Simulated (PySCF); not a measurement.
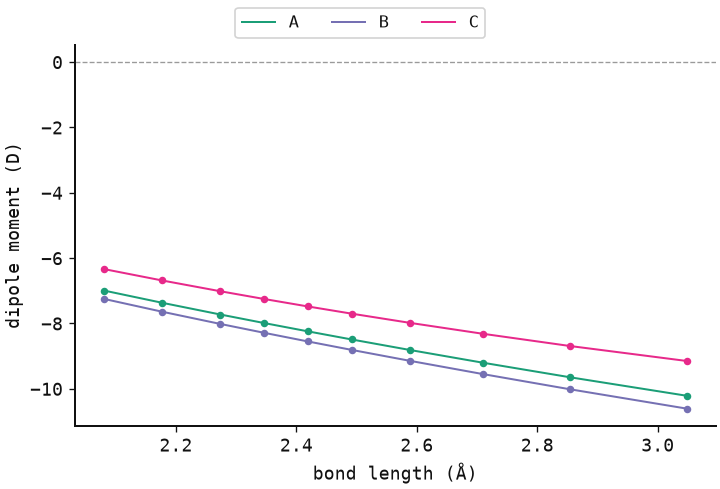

Bond curves of RbH, singlet, def2-TZVP (ECP), PySCF: dipole moment, positive if the first atom is negative. One reference determinant with the occupation held, the lowest that a PBE0 search over spins and occupations found; no spin-orbit coupling. Straight lines join the computed points. References: UKS for PBE0, PW91 and r2SCANh.

The curves are PBE0, PW91 and r2SCANh. Which is which?

A: PBE0 (−10.21 D at 3.05 Å); B: r2SCANh (−10.61 D at 3.05 Å); C: PW91 (−9.15 D at 3.05 Å).
